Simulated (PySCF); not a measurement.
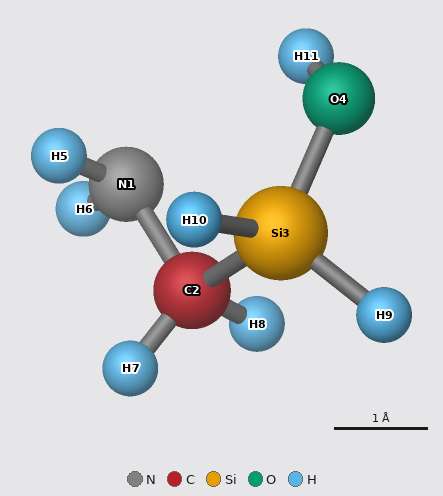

Figure 1. The structure (ball-and-stick view, seen at a tilt; atoms are numbered from 1 in the order of the input). Bond lengths as drawn: C–H 1.09 to 1.10 Å, C–N 1.47 Å, C–Si 1.91 Å, H–N 1.02 Å, H–O 0.96 Å, H–Si 1.46 to 1.47 Å and O–Si 1.62 Å.

**CH₇NOSi: a changed input and its effect**

System: CH₇NOSi, SMILES NC[SiH2]O.
Method of the first run: GIAO PBE0/pcSseg-1 NMR shielding, non-relativistic, gas phase (PySCF 2.14.0).

The geometry comes from this level: GFN2-xTB. Text and figures count atoms from 1; the logs count them from 0 in places.

**The input, the first run**
```
{"job": {"kind": "nmr", "xc": "PBE0", "basis": "pcSseg-1"}, "charge": 0, "multiplicity": 1}
N     -1.176703     0.874343     0.006093
C     -0.729940    -0.516535    -0.108894
Si     1.179462    -0.526996    -0.024432
O      1.710363     0.741946    -0.885275
H     -0.964543     1.223681     0.935592
H     -2.183680     0.937523    -0.112304
H     -1.182701    -1.174100     0.645400
H     -1.065781    -0.882450    -1.081610
H      1.736472    -1.728523    -0.635534
H      1.601372    -0.376490     1.372580
H      1.081104     1.430272    -1.097658
```

The first line tells a small driver script what to run in PySCF; the rest is the geometry in Å.

Launched with:
```bash
OMP_NUM_THREADS=1 python <driver script> task.json out
```

Hardware: 1 CPU thread, shared host.

**Output (the first run)**
```
coarse grid: 9200 points
cycle   1  E = -461.3339290479  dE =  2.810e-01  |g| = 7.495e-01  |ddm| = 2.801e+00
cycle   2  E = -461.2075764045  dE =  1.264e-01  |g| = 1.113e+00  |ddm| = 1.555e+00
cycle   3  E = -461.4363362045  dE = -2.288e-01  |g| = 8.156e-02  |ddm| = 1.095e+00
cycle   4  E = -461.4374058953  dE = -1.070e-03  |g| = 3.962e-02  |ddm| = 8.905e-02
cycle   5  E = -461.4377540679  dE = -3.482e-04  |g| = 6.771e-03  |ddm| = 3.432e-02
cycle   6  E = -461.4377634615  dE = -9.394e-06  |g| = 1.867e-03  |ddm| = 6.564e-03
final grid: 82944 points
cycle   7  E = -461.4673370358  dE = -1.368e-05  |g| = 9.170e-03  |ddm| = 1.609e-02
cycle   8  E = -461.4673199710  dE =  1.706e-05  |g| = 1.314e-02  |ddm| = 1.550e-02
cycle   9  E = -461.4673536680  dE = -3.370e-05  |g| = 6.073e-04  |ddm| = 9.270e-03
cycle  10  E = -461.4673537273  dE = -5.924e-08  |g| = 2.100e-04  |ddm| = 5.546e-04
cycle  11  E = -461.4673537356  dE = -8.362e-09  |g| = 3.887e-05  |ddm| = 1.856e-04
cycle  12  E = -461.4673537359  dE = -2.530e-10  |g| = 1.601e-05  |ddm| = 4.049e-05
converged SCF energy = -461.4673537359

GIAO shielding tensors (ppm)
atom      isotropic    diamagn.    paramagn.     s11        s22        s33       span
  0 N      247.709     314.902     -67.193    208.337    249.303    285.486     77.150
  1 C      154.690     250.308     -95.619    133.694    151.092    179.282     45.587
  2 Si     374.000     878.550    -504.550    342.792    351.556    427.651     84.859
  3 O      337.036     388.788     -51.752    294.692    344.766    371.648     76.956
  4 H       31.692      32.443      -0.751     24.520     29.452     41.105     16.585
  5 H       30.833      30.842      -0.009     22.647     28.156     41.695     19.048
  6 H       29.254      30.888      -1.633     23.959     28.052     35.752     11.793
  7 H       29.148      30.998      -1.849     25.327     27.311     34.807      9.480
  8 H       26.787      28.672      -1.884     23.664     24.783     31.916      8.252
  9 H       26.689      29.274      -2.585     23.356     24.754     31.958      8.602
 10 H       29.497      31.937      -2.441     19.314     27.019     42.157     22.844
```

For the second run the input was changed thus:
```diff
+"pop": true
+"grid": 1
+"scf": {"damp": 0.1}
```

Predict how the results change.

The energy of the second run is 0.01 kcal/mol lower, which comes mainly from the change of cutoff or grids; a solver setting shouldn't move a converged energy. No shielding changes by as much as 0.05 ppm. The SCF takes 17 iterations against 12.

**Output (the second run)**
```
damping 0.10 in the first 6 cycles
final grid: 39200 points
cycle   1  E = -461.3632800808  dE =  2.811e-01  |g| = 7.519e-01  |ddm| = 2.801e+00
cycle   2  E = -461.3099538460  dE =  5.333e-02  |g| = 9.286e-01  |ddm| = 1.331e+00
cycle   3  E = -461.2519252164  dE =  5.803e-02  |g| = 1.151e+00  |ddm| = 1.444e+00
cycle   4  E = -461.0589019776  dE =  1.930e-01  |g| = 1.463e+00  |ddm| = 2.179e+00
cycle   5  E = -460.9341427080  dE =  1.248e-01  |g| = 1.833e+00  |ddm| = 2.414e+00
cycle   6  E = -459.0167486567  dE =  1.917e+00  |g| = 3.157e+00  |ddm| = 7.351e+00
cycle   7  E = -454.8459490259  dE =  4.171e+00  |g| = 5.411e+00  |ddm| = 8.120e+00
cycle   8  E = -461.1246729772  dE = -6.279e+00  |g| = 1.387e+00  |ddm| = 3.489e+00
cycle   9  E = -461.3603487137  dE = -2.357e-01  |g| = 6.354e-01  |ddm| = 1.058e+00
cycle  10  E = -461.4546974309  dE = -9.435e-02  |g| = 2.340e-01  |ddm| = 6.164e-01
cycle  11  E = -461.4662657942  dE = -1.157e-02  |g| = 7.356e-02  |ddm| = 2.397e-01
cycle  12  E = -461.4672538056  dE = -9.880e-04  |g| = 2.406e-02  |ddm| = 7.209e-02
cycle  13  E = -461.4673653643  dE = -1.116e-04  |g| = 4.920e-03  |ddm| = 1.678e-02
cycle  14  E = -461.4673703336  dE = -4.969e-06  |g| = 5.201e-04  |ddm| = 3.608e-03
cycle  15  E = -461.4673703894  dE = -5.587e-08  |g| = 1.548e-04  |ddm| = 7.231e-04
cycle  16  E = -461.4673703954  dE = -5.939e-09  |g| = 2.772e-05  |ddm| = 2.136e-04
cycle  17  E = -461.4673703955  dE = -1.556e-10  |g| = 3.377e-06  |ddm| = 3.339e-05
converged SCF energy = -461.4673703955

GIAO shielding tensors (ppm)
atom      isotropic    diamagn.    paramagn.     s11        s22        s33       span
  0 N      247.704     314.906     -67.203    208.324    249.301    285.487     77.163
  1 C      154.685     250.299     -95.613    133.691    151.078    179.286     45.595
  2 Si     374.021     878.550    -504.529    342.817    351.571    427.676     84.859
  3 O      337.039     388.791     -51.752    294.689    344.771    371.657     76.968
  4 H       31.692      32.444      -0.751     24.521     29.452     41.105     16.584
  5 H       30.832      30.843      -0.010     22.647     28.156     41.694     19.047
  6 H       29.254      30.887      -1.632     23.959     28.053     35.751     11.792
  7 H       29.149      30.998      -1.849     25.328     27.311     34.807      9.480
  8 H       26.788      28.672      -1.884     23.664     24.783     31.916      8.252
  9 H       26.689      29.273      -2.585     23.355     24.754     31.958      8.603
 10 H       29.497      31.938      -2.441     19.314     27.018     42.158     22.844
```

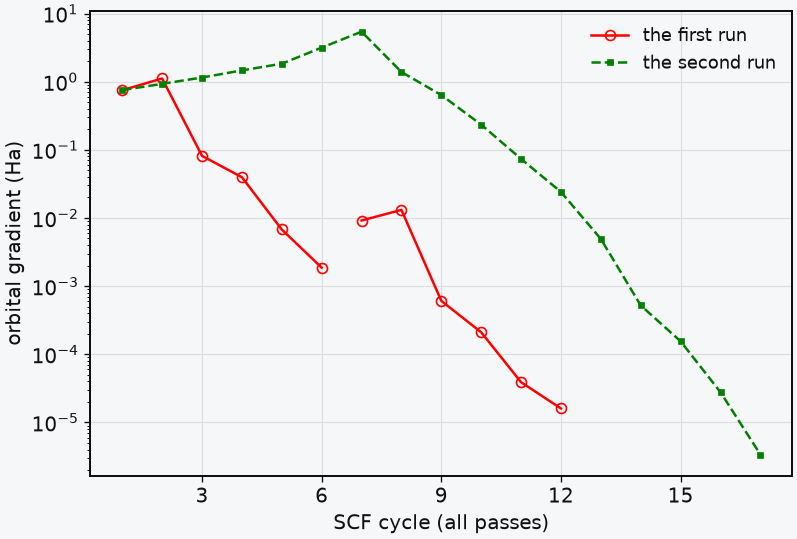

Figure 2. Convergence of the two runs: orbital gradient against the SCF cycle. A break in a curve parts two SCF passes (coarse and final grid). The first run takes 12 cycles in all, and the second run takes 17.

**The two runs side by side**

| quantity | the first run | the second run |
| --- | --- | --- |
| outcome | converged | converged |
| total energy (hartree) | −461.467354 | −461.467370 |
| HOMO (eV) | −7.09 | −7.10 |
| LUMO (eV) | 0.72 | 0.72 |
| dipole moment (D) | 2.79 | 2.79 |
| shielding of N1 (ppm) | 247.7 | 247.7 |
| shielding of C2 (ppm) | 154.7 | 154.7 |
| shielding of Si3 (ppm) | 374.0 | 374.0 |
| shielding of O4 (ppm) | 337.0 | 337.0 |
| shielding of H6 (ppm) | 30.8 | 30.8 |
| shielding of H8 (ppm) | 29.1 | 29.1 |
| shielding of H10 (ppm) | 26.7 | 26.7 |
| SCF iterations | 12 | 17 |
| basis functions | 110 | 110 |
| wall time (shared host) | 11 s | 11 s |
